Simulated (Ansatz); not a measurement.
**What O → S does to KTaO3**

Base system: KTaO₃ in the cubic perovskite structure (space group Pm-3m, No. 221; a = 4.0244 Å).

The change: full substitution O → S, then cell and atoms are relaxed.

The values are results of DFT with PBE, PAW potentials and a 420 eV plane-wave cutoff in Ansatz (a quantum-chemistry and plane-wave program), no SOC, not measurements. Settings: 10×10×10 k-points, 0.05 eV Fermi–Dirac smearing, for the changed cell.

```json
{
 "density": "4.56 g/cm³ (base 6.83 g/cm³)",
 "lattice_parameter_a": "4.866 Å (base 4.024 Å)",
 "shortest_interatomic_distance": "2.433 Å (base 2.012 Å)",
 "band_gap": "zero (base 2.16 eV)"
}
```

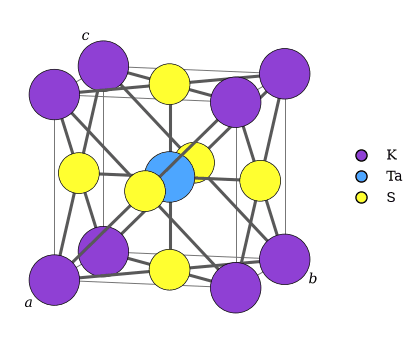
*The relaxed conventional cell after the change*

Cost of the whole job for the changed cell (relaxation, final SCF and bands): roughly 70 core-seconds.

With Ta present, leaving out spin-orbit coupling can change the band edges. Stability against distortions was not tested. As relaxed here, KTaS3 is a hypothetical phase, not in the database extracts checked. All final runs are without spin polarisation. KTaS3 has a high density of states at the Fermi level and may be magnetic at this level.
